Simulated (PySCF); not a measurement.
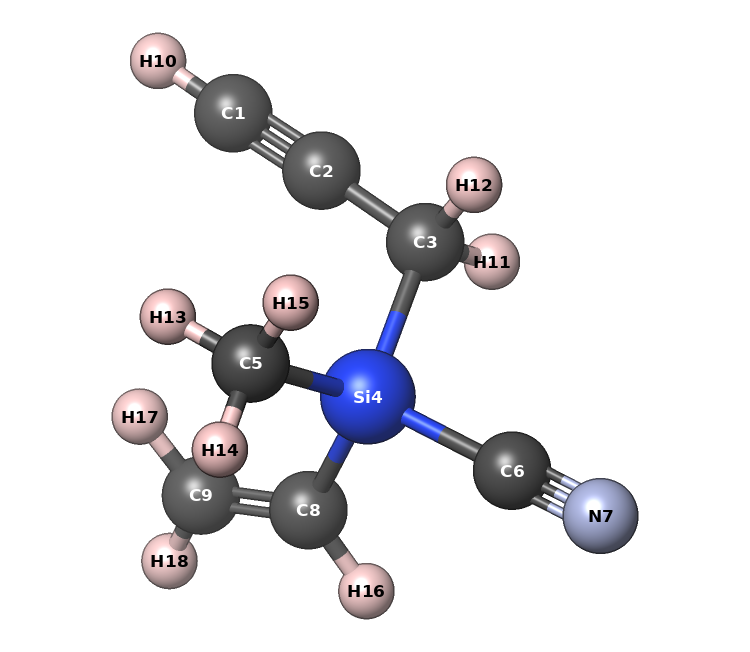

The geometry was computed by an optimisation with GFN2-xTB. No frequency run is at hand to confirm it as a minimum. Electric field gradients from the ground-state density, PBE0/pcSseg-1 (PySCF 2.14.0), non-relativistic apart from any core potentials.

Give the largest field-gradient component, the quadrupole coupling constant and the asymmetry for 14N at N7 (Q = 20.44 mb), 2H at H10 (Q = 2.86 mb), 2H at H11 (Q = 2.86 mb).

```
atom  V_zz (a.u.)  e²qQ/h (MHz)     η
  N7       −1.158         −5.56  0.00
 H10        0.398         0.268  0.00
 H11        0.306         0.206  0.03
```

The geometry is semi-empirical. Around Si such bond lengths and angles can be off by a tenth of an ångström or more and by several degrees, and values that hang on the shape move with them.
